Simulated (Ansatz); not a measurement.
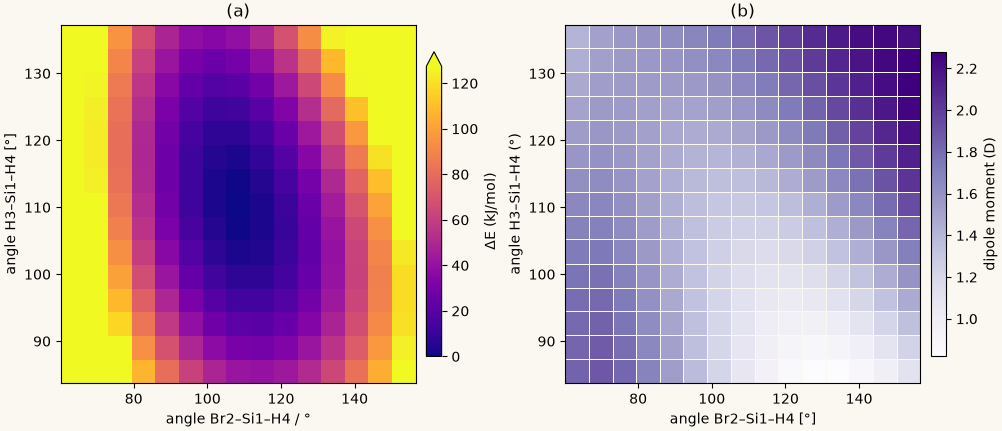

BrH₃Si, SMILES [SiH3]Br. 
- Coordinates scanned: (1) angle Br2–Si1–H4; (2) angle H3–Si1–H4.
- Nothing is relaxed (all other coordinates rigid).
- The grid has 15 × 15 points.
- Energies are in kJ/mol, from the lowest grid point.
- Level of theory: Ansatz 0.2.0, RKS PBE0-D4/def2-TZVP.

Panel (a) is the energy and panel (b) the computed dipole moment on the same grid.

In the figure: one coloured cell a grid point, one colour for all values above the top of the scale.

Q: How does the dipole moment vary over the map, and what is it at the lowest grid point?

A: Leaving out the highest fifth of the energies, it runs from 0.82 D at angle Br2–Si1–H4 = 127.7°, angle H3–Si1–H4 = 85.5° to 2.16 D at angle Br2–Si1–H4 = 134.1°, angle H3–Si1–H4 = 135.5°. At the lowest grid point, angle Br2–Si1–H4 = 108.4°, angle H3–Si1–H4 = 110.5°, it is 1.30 D.

| angle H3–Si1–H4 ↓, angle Br2–Si1–H4 → | 63.4 | 69.8 | 76.3 | 82.7 | 89.1 | 95.5 | 102.0 | 108.4 | 114.8 | 121.3 | 127.7 | 134.1 | 140.5 | 147.0 | 153.4 |
| --- | --- | --- | --- | --- | --- | --- | --- | --- | --- | --- | --- | --- | --- | --- | --- |
| 135.5 | 1.42 | 1.52 | 1.57 | 1.60 | 1.63 | 1.68 | 1.74 | 1.81 | 1.89 | 1.99 | 2.08 | 2.16 | 2.22 | 2.24 | 2.22 |
| 132.0 | 1.44 | 1.52 | 1.56 | 1.57 | 1.59 | 1.62 | 1.67 | 1.73 | 1.82 | 1.91 | 2.01 | 2.10 | 2.18 | 2.24 | 2.27 |
| 128.4 | 1.47 | 1.54 | 1.55 | 1.54 | 1.55 | 1.56 | 1.60 | 1.66 | 1.73 | 1.82 | 1.93 | 2.03 | 2.13 | 2.22 | 2.28 |
| 124.8 | 1.51 | 1.55 | 1.55 | 1.53 | 1.51 | 1.51 | 1.53 | 1.58 | 1.65 | 1.74 | 1.84 | 1.95 | 2.06 | 2.17 | 2.26 |
| 121.2 | 1.54 | 1.58 | 1.56 | 1.52 | 1.48 | 1.46 | 1.47 | 1.50 | 1.56 | 1.64 | 1.74 | 1.86 | 1.97 | 2.09 | 2.20 |
| 117.7 | 1.58 | 1.60 | 1.57 | 1.51 | 1.46 | 1.42 | 1.41 | 1.43 | 1.48 | 1.55 | 1.65 | 1.76 | 1.88 | 2.01 | 2.13 |
| 114.1 | 1.62 | 1.64 | 1.59 | 1.51 | 1.44 | 1.39 | 1.36 | 1.36 | 1.39 | 1.46 | 1.55 | 1.66 | 1.78 | 1.91 | 2.04 |
| 110.5 | 1.66 | 1.67 | 1.61 | 1.52 | 1.44 | 1.36 | 1.31 | 1.30 | 1.31 | 1.37 | 1.45 | 1.55 | 1.67 | 1.80 | 1.94 |
| 107.0 | 1.70 | 1.71 | 1.64 | 1.54 | 1.44 | 1.35 | 1.28 | 1.24 | 1.24 | 1.28 | 1.35 | 1.44 | 1.56 | 1.69 | 1.83 |
| 103.4 | 1.74 | 1.75 | 1.67 | 1.56 | 1.44 | 1.34 | 1.25 | 1.19 | 1.17 | 1.19 | 1.25 | 1.33 | 1.44 | 1.57 | 1.71 |
| 99.8 | 1.77 | 1.78 | 1.70 | 1.58 | 1.46 | 1.33 | 1.23 | 1.15 | 1.11 | 1.11 | 1.15 | 1.22 | 1.33 | 1.45 | 1.59 |
| 96.2 | 1.80 | 1.82 | 1.74 | 1.61 | 1.47 | 1.34 | 1.22 | 1.12 | 1.06 | 1.03 | 1.06 | 1.12 | 1.21 | 1.33 | 1.47 |
| 92.7 | 1.82 | 1.85 | 1.77 | 1.64 | 1.49 | 1.35 | 1.21 | 1.10 | 1.01 | 0.97 | 0.97 | 1.02 | 1.10 | 1.22 | 1.35 |
| 89.1 | 1.83 | 1.87 | 1.79 | 1.67 | 1.52 | 1.36 | 1.21 | 1.08 | 0.98 | 0.91 | 0.89 | 0.92 | 0.99 | 1.10 | 1.23 |
| 85.5 | 1.84 | 1.89 | 1.82 | 1.69 | 1.54 | 1.38 | 1.22 | 1.08 | 0.95 | 0.86 | 0.82 | 0.83 | 0.88 | 0.98 | 1.11 |
